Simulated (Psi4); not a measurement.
**C2H7AlO (SMILES C[CH2][AlH][OH]) at HF/3-21G**

Aim: the vertical ionisation energy of C2H7AlO at HF/3-21G, from 2 runs. 

Program for the calculation: Psi4 1.11.

5 further runs of the same task are left out: 4 that didn't finish, 1 set aside as unsound or not needed. Runs told in other sessions of the task aren't counted.

## Step 1: Starting point

The species is C2H7AlO (11 atoms), meant as a singlet with charge 0. As SMILES, `C[CH2][AlH][OH]`. The coordinates come from a PBE0-D4/def2-TZVP relaxation. This is one conformer, not always the lowest.

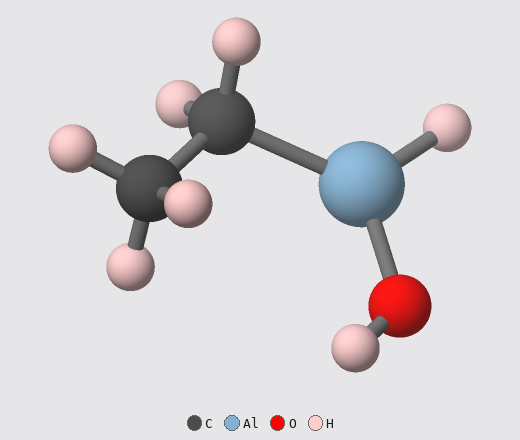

The structure, seen from a chosen angle (carbon dark grey, aluminium light blue, oxygen red, hydrogen pink).

## Step 2: A single-point energy at HF/3-21G

input.in

```
memory 2200 MB

molecule molecule1 {
  0 1
  C     -1.111600     0.829400     0.106400
  C      0.175900     0.388000     0.802000
  Al     1.254500    -0.947900    -0.137800
  O      0.762600    -1.576800    -1.639300
  H     -1.791000    -0.011900    -0.058700
  H     -1.662600     1.575000     0.687600
  H     -0.910600     1.273300    -0.872900
  H     -0.049300    -0.010000     1.800700
  H      0.818800     1.256800     0.997900
  H      2.622300    -1.522700     0.412400
  H     -0.043800    -1.310100    -2.077800
  symmetry c1
  no_reorient
  no_com
}

set {
  puream        true
  e_convergence 1e-09
  d_convergence 1e-08
  scf_type      pk
}

E, wfn = energy("hf/3-21G", return_wfn=True)
oeprop(wfn, "QUADRUPOLE", "WIBERG_LOWDIN_INDICES", "LOWDIN_CHARGES")
print_variables()
```

Launch:

```sh
$ psi4 -n 1 input.in input.out
```

input.out:

```text
[...]
  Running in c1 symmetry.
[...]
  Nuclear repulsion =  154.697806134129877
[...]
  Multiplicity = 1
[...]
  Nalpha       = 20
  Nbeta        = 20
[...]
    Number of basis functions: 54
[...]
   @RHF iter   1:  -394.33289371463553   -1.12517e+00   9.80356e-03 ADIIS/DIIS
[...]
   @RHF iter  11:  -394.46256974760217   -5.68434e-12   5.13906e-09 DIIS
[...]
    Orbital Energies [Eh]
    ---------------------
    Doubly Occupied:
       1A    -58.053284     2A    -20.411431     3A    -11.166020
       4A    -11.144904     5A     -4.859350     6A     -3.164142
       7A     -3.162932     8A     -3.161608     9A     -1.282099
      10A     -1.016523    11A     -0.836331    12A     -0.656288
      13A     -0.601891    14A     -0.586392    15A     -0.518861
      16A     -0.497558    17A     -0.486786    18A     -0.467750
      19A     -0.465160    20A     -0.384031
[...]
  @RHF Final Energy:  -394.46256974760217
   => Energetics <=
    Nuclear Repulsion Energy =            154.6978061341298769
    One-Electron Energy =                -852.4740708396814171
    Two-Electron Energy =                 303.3136949579493375
    Total Energy =                       -394.4625697476021742
[...]
 Multipole Moments:
 ------------------------------------------------------------------------------------
     Multipole            Electronic (a.u.)      Nuclear  (a.u.)        Total (a.u.)
 ------------------------------------------------------------------------------------
 L = 1.  Multiply by 2.5417464519 to convert [e a0] to [Debye]
 Dipole X            :        -30.4918979           29.8177996           -0.6740984
 Dipole Y            :         31.5301771          -30.9580603            0.5721167
 Dipole Z            :         16.3685713          -16.1877719            0.1807994
 Magnitude           :                                                    0.9024492
 L = 2.  Multiply by 1.3450342976 to convert [e a0^2] to [Debye ang]
 Quadrupole XX       :       -195.2807788          168.0664787          -27.2143002
 Quadrupole XY       :        136.1610172         -131.6423829            4.5186343
[...]
```

Wall time 3.6 s (1 thread of Intel Xeon Platinum 8175M at 2.50GHz (Skylake/Cascade Lake), shared host); peak memory 0.2 GiB.

## Step 3: The doublet cation: energy and forces at UHF/3-21G

c2h7alo.py

```python
import psi4

psi4.set_memory('2200 MB')
psi4.set_num_threads(1)
psi4.core.set_output_file('run.log', False)

molecule = psi4.geometry("""
1 2
C     -1.111600     0.829400     0.106400
C      0.175900     0.388000     0.802000
Al     1.254500    -0.947900    -0.137800
O      0.762600    -1.576800    -1.639300
H     -1.791000    -0.011900    -0.058700
H     -1.662600     1.575000     0.687600
H     -0.910600     1.273300    -0.872900
H     -0.049300    -0.010000     1.800700
H      0.818800     1.256800     0.997900
H      2.622300    -1.522700     0.412400
H     -0.043800    -1.310100    -2.077800
symmetry c1
""")

psi4.set_options(dict(reference='uhf', puream=True, e_convergence=1e-09, d_convergence=1e-08, scf_type='pk', maxiter=100))

result, w = psi4.gradient('scf/3-21G', return_wfn=True)
psi4.oeprop(w, 'QUADRUPOLE', 'MULLIKEN_CHARGES', 'WIBERG_LOWDIN_INDICES', title='SCF')
print('gradient / Eh bohr^-1')
print(result.np.round(6))
print(f'energy = {w.energy():.10f} Eh')
for k, v in sorted(psi4.core.scalar_variables().items()):
    print(f'{k:45s} {v:18.10f}')
```

Launch:

```sh
$ python c2h7alo.py
```

run.log (excerpt; [...] marks lines left out):

```text
[...]
  Running in c1 symmetry.
[...]
  Nuclear repulsion =  154.697806134129877
[...]
  Multiplicity = 2
[...]
  Nalpha       = 20
  Nbeta        = 19
[...]
    Number of basis functions: 54
[...]
   @UHF iter   1:  -393.99157055626381   -7.83845e-01   8.88686e-03 DIIS/ADIIS
[...]
   @UHF iter  18:  -394.12186699722554   -6.25278e-13   4.36147e-09 DIIS
[...]
   @S^2 Observed:                7.783985499E-01
[...]
  @UHF Final Energy:  -394.12186699722554
   => Energetics <=
    Nuclear Repulsion Energy =            154.6978061341298769
    One-Electron Energy =                -842.6862572615455065
    Two-Electron Energy =                 293.8665841301900628
    Total Energy =                       -394.1218669972255384
  UHF NO Occupations:
  HONO-2 :   18  A 1.9987715
  HONO-1 :   19  A 1.9889022
  HONO-0 :   20  A 1.0000000
  LUNO+0 :   21  A 0.0110978
  LUNO+1 :   22  A 0.0012285
[...]
  -Total Gradient:
     Atom            X                  Y                   Z
    ------   -----------------  -----------------  -----------------
       1        0.002169419168     0.023660784512     0.039572352827
       2        0.057753708610    -0.085216149082    -0.071782533834
       3       -0.041603333187     0.059497851478     0.048736708112
       4        0.008027263930    -0.025362099424    -0.031073564879
       5       -0.001913701052    -0.006250559426    -0.004304818354
       6       -0.010183240234     0.001905261047    -0.007988941323
       7        0.001602548979    -0.001092860691    -0.007535743323
       8       -0.008464322984     0.018868256445     0.009526491670
       9       -0.013553444498     0.011383694639     0.014281158719
      10        0.000737585305    -0.007306211787    -0.010633032695
      11        0.005427515967     0.009912032292     0.021201923080
[...]
```

The script printed:

```text
gradient / Eh bohr^-1
[[ 0.002169  0.023661  0.039572]
 [ 0.057754 -0.085216 -0.071783]
 [-0.041603  0.059498  0.048737]
 [ 0.008027 -0.025362 -0.031074]
 [-0.001914 -0.006251 -0.004305]
 [-0.010183  0.001905 -0.007989]
 [ 0.001603 -0.001093 -0.007536]
 [-0.008464  0.018868  0.009526]
 [-0.013553  0.011384  0.014281]
 [ 0.000738 -0.007306 -0.010633]
 [ 0.005428  0.009912  0.021202]]
energy = -394.1218669972 Eh
CURRENT ENERGY                                   -394.1218669972
CURRENT REFERENCE ENERGY                         -394.1218669972
DD SOLVATION ENERGY                                 0.0000000000
HF KINETIC ENERGY                                 393.4126894193
HF POTENTIAL ENERGY                              -787.5345564166
HF TOTAL ENERGY                                  -394.1218669972
HF VIRIAL RATIO                                     2.0018026302
NUCLEAR REPULSION ENERGY                          154.6978061341
ONE-ELECTRON ENERGY                              -842.6862572615
PCM POLARIZATION ENERGY                             0.0000000000
PE ENERGY                                           0.0000000000
SCF ITERATION ENERGY                             -394.1218669972
SCF ITERATIONS                                     18.0000000000
SCF TOTAL ENERGY                                 -394.1218669972
TWO-ELECTRON ENERGY                               293.8665841302
```

Wall time 4.8 s (1 thread of Intel Xeon Platinum 8175M at 2.50GHz (Skylake/Cascade Lake), shared host); peak memory 0.2 GiB.

## Step 4: Results

At HF/3-21G:

```
                                          quantity          value
                     singlet C2H7AlO: total energy  -394.46257 Eh
                    singlet C2H7AlO: dipole moment         2.29 D
                      singlet C2H7AlO: HOMO energy      -10.45 eV
                      singlet C2H7AlO: LUMO energy        2.45 eV
                    singlet C2H7AlO: HOMO–LUMO gap       12.90 eV
                      doublet cation: total energy  -394.12187 Eh
doublet cation: HOMO energy (highest over α and β)      -17.56 eV
 doublet cation: LUMO energy (lowest over α and β)       -8.11 eV
                              doublet cation: ⟨S²⟩          0.778
          doublet cation: largest force on an atom     6.453 eV/Å
vertical ionisation energy (to the doublet cation)       9.271 eV
```

What this shows: The vertical ionisation energy comes to 9.27 eV (895 kJ/mol). −ε(HOMO) before ionisation, 10.45 eV, is 1.18 eV above this ionisation energy. Mulliken charges (doublet cation) run from -0.84 on C2 to +1.31 on Al3; they depend strongly on the basis.
